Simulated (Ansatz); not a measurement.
**ClH₅N₂Si: density, localisation and related maps**

Input file:

```
crystal:
  periodic: [false, false, false]
  atoms:
    - {symbol: Si, position_ang: [-0.327527, -0.704499, 0.139516]}
    - {symbol: N, position_ang: [0.165060, 1.050406, 0.458876]}
    - {symbol: N, position_ang: [0.091519, -0.394947, -1.408004]}
    - {symbol: H, position_ang: [0.396287, 0.845005, -0.705756]}
    - {symbol: H, position_ang: [-1.704463, -0.923434, 0.640140]}
    - {symbol: Cl, position_ang: [0.833438, -1.861653, 1.408881]}
    - {symbol: H, position_ang: [0.960350, 1.216283, 1.063617]}
    - {symbol: H, position_ang: [-0.561739, 1.732310, 0.639253]}
    - {symbol: H, position_ang: [0.146976, -0.959469, -2.236523]}
basis:
  gaussian: {orbitals: def2-TZVPP}
hamiltonian: {xc: pbe0, dispersion: d4}
output: {orbitals: {seedname: orbitals}}
```

Launched as:

```sh
ansatz run in.yaml --threads 4 --pin off --events-out ev --progress --plain --max-ram 9574MiB
```

A transition-state structure; geometry: PBE0-D4/def2-TZVP.

Method: RKS PBE0-D4/def2-TZVPP (Ansatz).

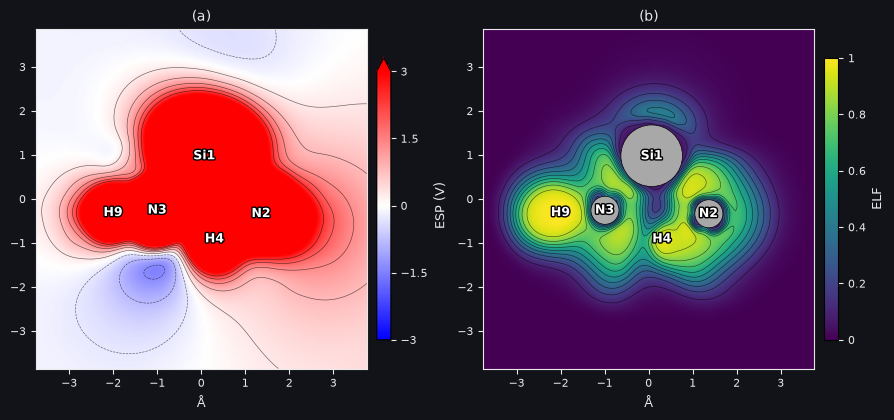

Figure 1. (a) molecular electrostatic potential; (b) ELF on the plane of atoms Si1, N2 and H4. Grey discs cover the atomic cores in the ELF map.

What do the fields say about this system?

Answer. Atoms in the plane: Si, N and H. Si–N (1.63 Å): the ELF peaks at about 0.85 between the atoms, as expected for a polar covalent bond. N–H (1.00 Å): the ELF climbs to about 1 towards the hydrogen, as it does in any bond to H; an ordinary covalent bond to hydrogen. Si–N (1.85 Å): the ELF peaks at about 0.95 between the atoms, as expected for a polar covalent bond. Outside the dense part of the molecule the potential is most negative (−1.5 V) near N3.

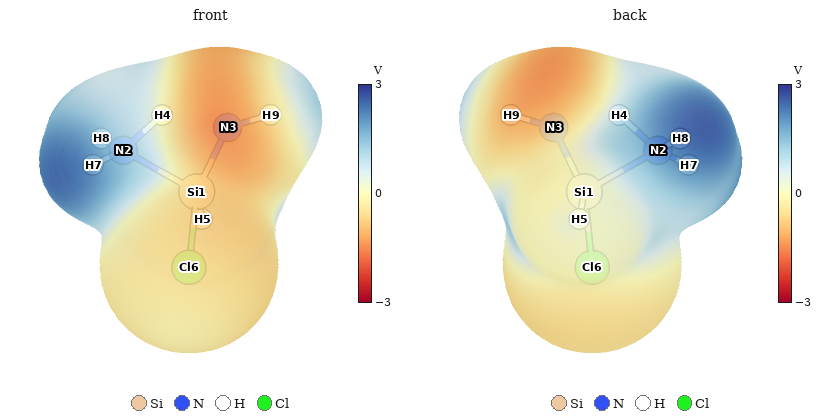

Figure 2. The electrostatic potential painted on the density surface at 0.002 e/bohr³, seen from the front and from behind; red is negative and blue positive.

Which sites attract a positive test charge, and which a negative one?

Answer. A positive charge is drawn to the negative regions and a negative charge to the positive ones. The most negative region (about −1.4 V) lies over N3, the most positive (about +2.6 V) over H7 and H8. N3 is the likeliest acceptor of a hydrogen bond.

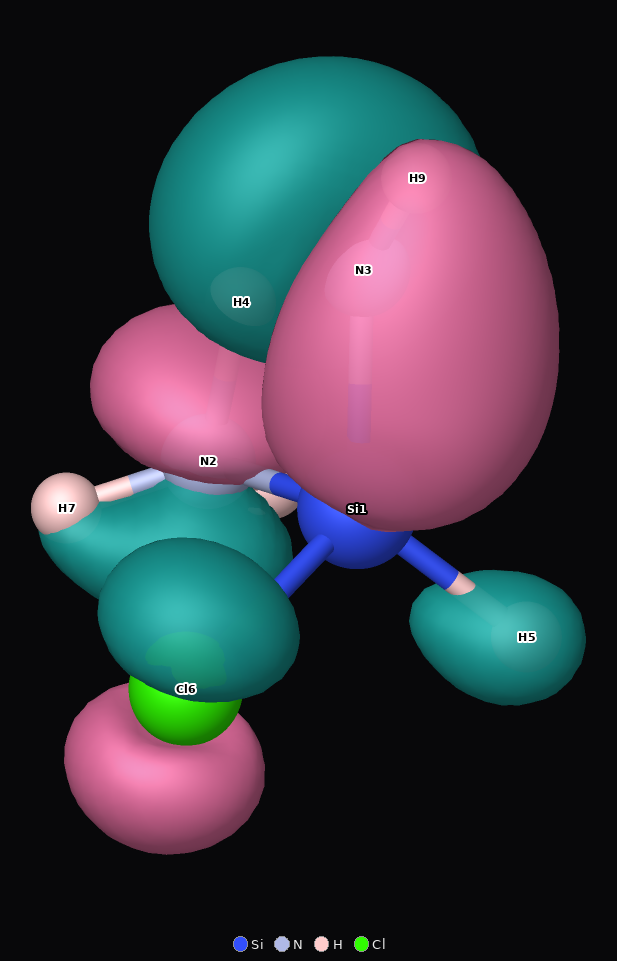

Figure 3. The HOMO−1 at ±0.1 Å⁻³ᐟ² (teal and pink are the two phases), seen at an oblique angle.

Describe this orbital and give its energy.

Answer. Its weight (Hirshfeld) is mainly on N3 (about 55 %), Si1 (about 10 %), N2 (about 10 %) and Cl6 (about 5 %); largely a combination of lone pairs on N3, N2 and Cl6. Its energy is −7.44 eV.
